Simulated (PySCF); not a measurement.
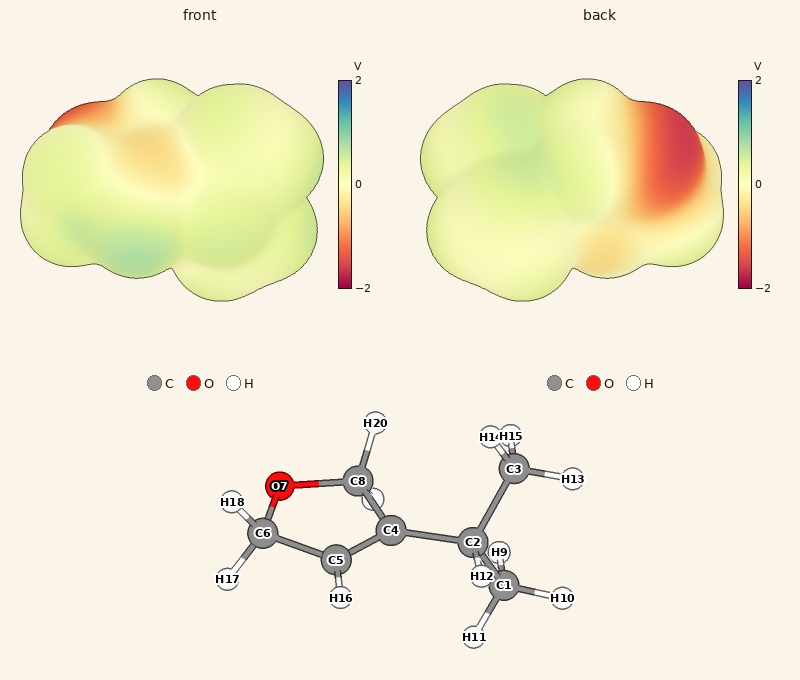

The picture shows: C7H12O (SMILES CC(C)C1=CCOC1). The electrostatic potential painted on the density surface at 0.001 e/bohr³, seen from the front and from behind; the colour scale runs from red (negative) to blue (positive). The bare structure is drawn below in the same view.

Geometry: GFN2-xTB.

These are results of PySCF, PBE0/pcSseg-1, SCF density, gas phase, non-relativistic, not measurements.

```xyz
20

C    -1.5903   -1.3202   -0.5337
C    -1.1278    0.1257   -0.3333
C    -1.8174    0.7439    0.8845
C     0.3619    0.1838   -0.2006
C     1.2415    0.7056   -1.0431
C     2.6309    0.5265   -0.5196
O     2.4830   -0.1721    0.7076
C     1.1068   -0.3945    0.9725
H    -1.3794   -1.9148    0.3516
H    -2.6616   -1.3480   -0.7181
H    -1.0797   -1.7672   -1.3833
H    -1.4026    0.7038   -1.2228
H    -2.8920    0.7860    0.7222
H    -1.4546    1.7545    1.0571
H    -1.6287    0.1482    1.7745
H     1.0458    1.1964   -1.9781
H     3.2599   -0.0627   -1.2019
H     3.1326    1.4887   -0.3387
H     0.9322   -1.4730    1.0854
H     0.8344    0.1003    1.9149
```

Question: Describe the electrostatic potential map.

Answer: The most negative region (about −1.6 V) lies over O7, the most positive (about +0.7 V) over H16. O7 is the likeliest acceptor of a hydrogen bond.
